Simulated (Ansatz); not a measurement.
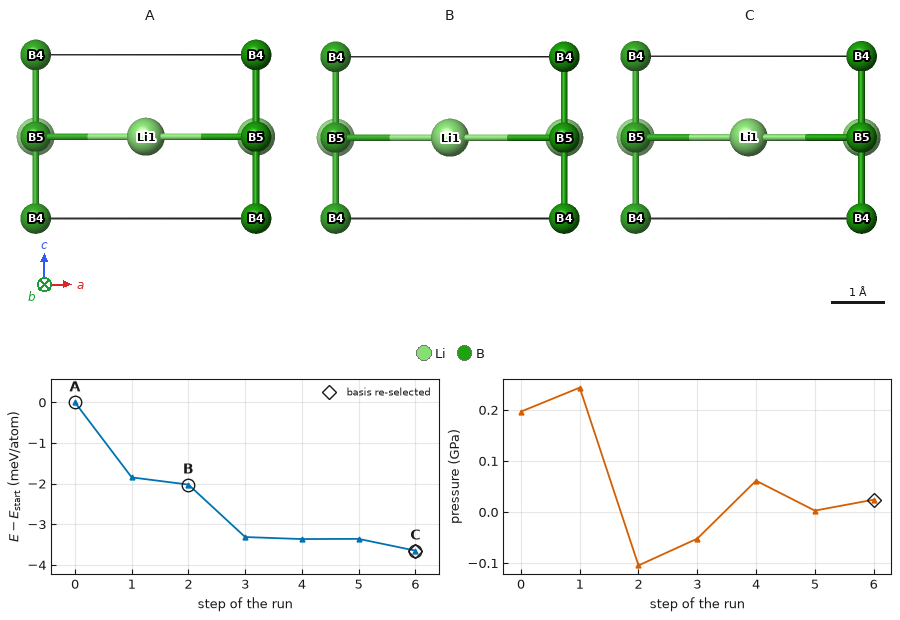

Frames of a relaxation of crystalline Li3B2 (a generated structure, set up in P6/mmm), marked on the history of the run. The picture is a ball-and-stick view of the cell of the calculation, seen along the b axis.

Level of theory: DFT PBE, scalar-relativistic, plane waves, PAW in Ansatz 0.2.0.

The input:
```yaml
crystal:
  lattice:
    - [4.8870698832, 0.0, 0.0]
    - [-2.4435349416, 4.2323266689, 0.0]
    - [0.0, 0.0, 3.1404060824]
  atoms:
    - { symbol: Li, position: [0.5, 0.0, 0.5] }
    - { symbol: Li, position: [0.0, 0.5, 0.5] }
    - { symbol: Li, position: [0.5, 0.5, 0.5] }
    - { symbol: B, position: [0.0, 0.0, 0.0] }
    - { symbol: B, position: [0.0, 0.0, 0.5] }
basis:
  ecutwfc: 420
kpoints:
  mp_grid: { grid: [9, 9, 12] }
hamiltonian:
  xc: pbe
scf:
  occupations: { method: gaussian, width: 0.1 }
output:
  forces: true
  stress: true
  eigenvalues: true
relax:
  adjacent_minimum: "off"
  f_tol: 0.01
  max_steps: 80
  cell: { stress_tol: 0.05 }
```

Command:
```bash
ansatz run input.yaml --threads 1 --pin off --max-ram 2048MiB --backend cpu --events-out ev --progress --plain --runs-dir out
```

**Describe the path.**

After 5 accepted moves (6 points after the start) the energy has fallen by 3.6 meV per atom. All forces vanish by symmetry, so only the cell relaxes. The pressure goes from 0.20 to 0.02 GPa. At 1 point the geometry stayed and the basis and grid were re-selected for the new cell (energy shift of 0.3 meV per atom at most each time). No atom moves by more than 0.005 Å relative to the cell. The drawn cell changes as follows: a = b 4.887 → 5.009 Å (+2.5 %), c 3.140 → 3.115 Å (−0.8 %); the volume changes by +4.2 %. Some distances before and after: Li1–B5 2.444 → 2.505 Å, Li1–Li2 2.444 → 2.505 Å, B4–B5 1.570 → 1.557 Å. The space group stays P6/mmm (No. 191). The run took 20 s on 1 thread of Intel(R) Xeon(R) Platinum 8488C (Sapphire Rapids), on a shared host, peak memory 0.44 GiB. From step 0 to 2: volume +6.4 %, energy −2.0 meV per atom. From step 2 to 6: volume −2.0 %, energy −1.6 meV per atom.

| step | E − E(0), meV/atom | pressure, GPa | volume, Å³/atom | note |
| --- | --- | --- | --- | --- |
| 0 | 0.00 | 0.20 | 12.991 |  |
| 1 | -1.84 | 0.24 | 13.161 |  |
| 2 | -2.02 | -0.10 | 13.816 |  |
| 3 | -3.31 | -0.05 | 13.496 |  |
| 4 | -3.36 | 0.06 | 13.518 |  |
| 5 | -3.36 | 0.00 | 13.538 |  |
| 6 | -3.65 | 0.02 | 13.538 | same geometry, new basis |
